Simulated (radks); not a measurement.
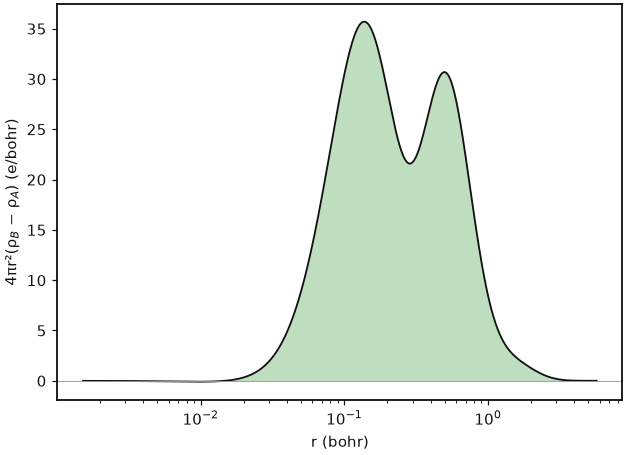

Two charge states of arsenic were computed: As²⁹⁺ in [He] 2s2; As³⁺ in [Ar] 3d10 4s2. All numbers are computed, not measured: non-relativistic Kohn-Sham, PBE, spin-polarised, spherical densities, point nucleus (the in-house radial solver radks).

The plot shows the radial density of run B less that of run A; on the logarithmic r axis, areas aren't charges.

Question: Assign A and B and describe the change of the density.

Answer: A is As²⁹⁺ in [He] 2s2; B is As³⁺ in [Ar] 3d10 4s2. B holds 26 electrons more than A where the difference is positive (most at r = 0.14 bohr) and hardly less anywhere, a net change of +26. The energy of B less that of A is −25.13 keV.
